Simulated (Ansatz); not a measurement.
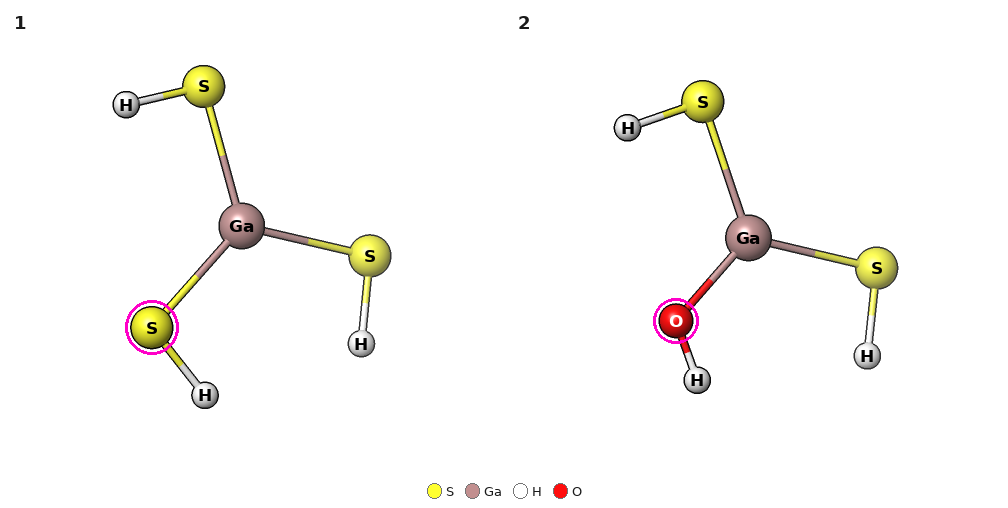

2 molecules with one skeleton, seen from the same side and at one scale; the atom that differs is circled. Charge 0, singlet. Computed geometries: PBE0-D4/def2-TZVP optimisations, one conformation each. Properties computed with Ansatz 0.2.0.

One atom differs, called X below: S in panel 1, O in panel 2. Their formulas are GaH3S3 (`[SH][Ga]([SH])[SH]`), GaH3OS2 (`[OH][Ga]([SH])[SH]`).

**In which is the harmonic zero-point energy higher (PBE0-D4/def2-TZVP)?**

In panel 2 (X = O).

**In which is the dipole moment larger (B3LYP-D4/def2-TZVPP)?**

In panel 2 (X = O).

Give the values. With PBE0-D4/def2-TZVP: length of X–Ga (Å), length of X–H (Å), angle Ga–X–H (°), harmonic zero-point energy (kJ/mol). With ωB97M-V/def2-SVP: HOMO energy (Kohn–Sham orbital) (eV), HOMO–LUMO gap (eV). With B3LYP-D4/def2-TZVPP: dipole moment (D).

```
                            quantity  1 (S)  2 (O)   2 − 1
                  length of X–Ga (Å)  2.198  1.782  −0.416
                   length of X–H (Å)  1.343  0.959  −0.384
                    angle Ga–X–H (°)   94.4  114.8   +20.4
HOMO energy (Kohn–Sham orbital) (eV)  −9.64  −9.62   +0.02
                  HOMO–LUMO gap (eV)  10.84  10.86   +0.02
                   dipole moment (D)   1.43   1.80   +0.37
 harmonic zero-point energy (kJ/mol)   74.4   85.1   +10.7
```
